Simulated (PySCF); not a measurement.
## Electronic structure of C$_{5}$H$_{7}$OP (SMILES CPc1ccco1) in real space

Input file:

```
{"job": {"kind": "uv", "xc": "CAM-B3LYP", "basis": "def2-SVPD", "nstates": 8, "ntriplets": 3}, "charge": 0, "multiplicity": 1}
C     -2.419372    -0.347492    -0.172027
P     -1.380685     0.767240     0.888608
C      0.229241     0.407458     0.144099
C      1.353062    -0.235752     0.585510
C      2.312720    -0.096010    -0.443069
C      1.709042     0.628856    -1.423470
O      0.453436     0.945172    -1.074832
H     -2.486538     0.086497    -1.168719
H     -3.419254    -0.401899     0.253706
H     -1.989370    -1.345000    -0.238055
H     -1.196911    -0.145678     1.931763
H      1.470326    -0.745612     1.520424
H      3.310940    -0.483087    -0.449393
H      2.052684     0.964833    -2.381691
```

Launched as:

```sh
OMP_NUM_THREADS=1 python probes_run.py task.json out
```

Geometry: GFN2-xTB.

Method: PySCF, CAM-B3LYP/def2-SVPD, SCF density, gas phase.

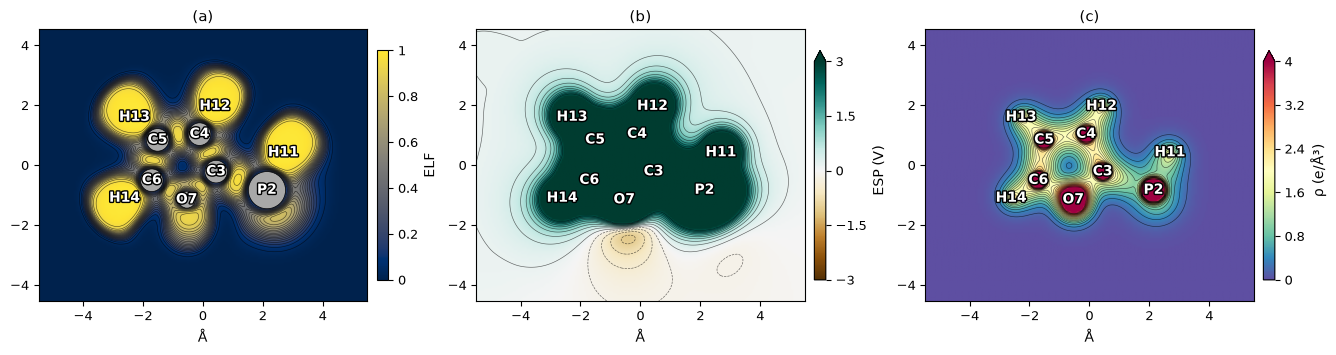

Figure 1. (a) ELF; (b) molecular electrostatic potential; (c) total electron density on the plane of atoms C4, C3 and O7. Grey discs cover the atomic cores in the ELF map.

What do the fields say about this system?

Answer.
- Atoms in the plane: P, C, O and H.
- C–O (1.34 Å): ρ at the midpoint is about 2.4 e/Å³; the ELF peaks at about 0.90 between the atoms, as expected for a polar covalent bond.
- C–C (1.36 Å): the density is about 2.2 e/Å³ at the midpoint; the ELF peaks at about 0.95 between the atoms (a covalent bond).
- C–P (1.81 Å): ρ is about 1.2 e/Å³ halfway; the ELF peaks at about 0.95 between the atoms (a covalent bond).
- C–H (1.07 Å): ρ is about 2 e/Å³ halfway; the ELF climbs to about 1 towards the hydrogen, as it does in any bond to H (a covalent bond by its length).
- C–C (1.41 Å): ρ at the midpoint is about 2 e/Å³; the ELF peaks at about 0.95 between the atoms; a covalent bond.
- The ELF also peaks beside O7, away from the bonds: lone-pair regions.
- Outside the dense part of the molecule the potential is most negative (−1.1 V) near O7.

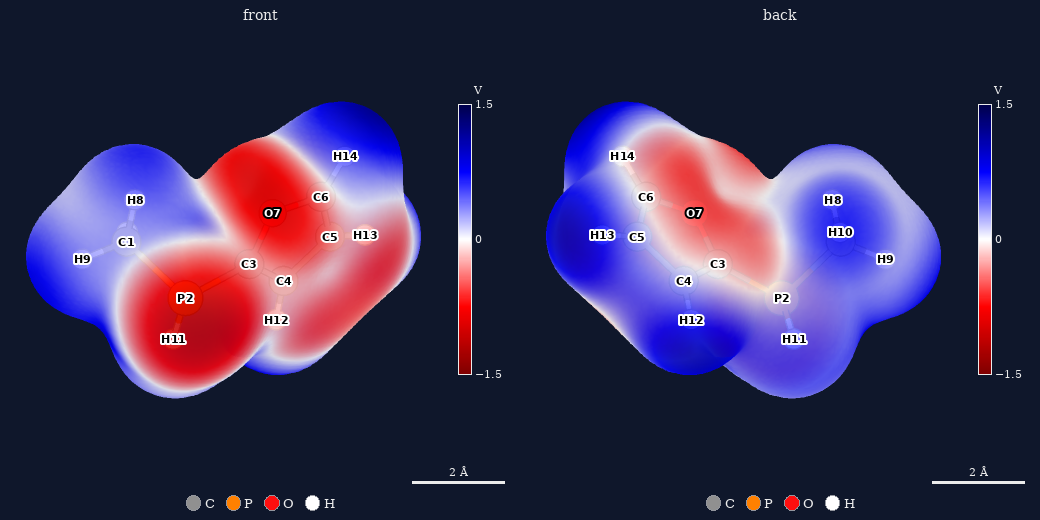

Figure 2. The molecular electrostatic potential painted on the density surface at 0.002 e/bohr³, seen from the front and from behind; red is negative and blue positive.

Where is the surface potential most negative and most positive?

Answer. The most negative region (about −1.1 V) lies over P2, the most positive (about +1.1 V) over H14.
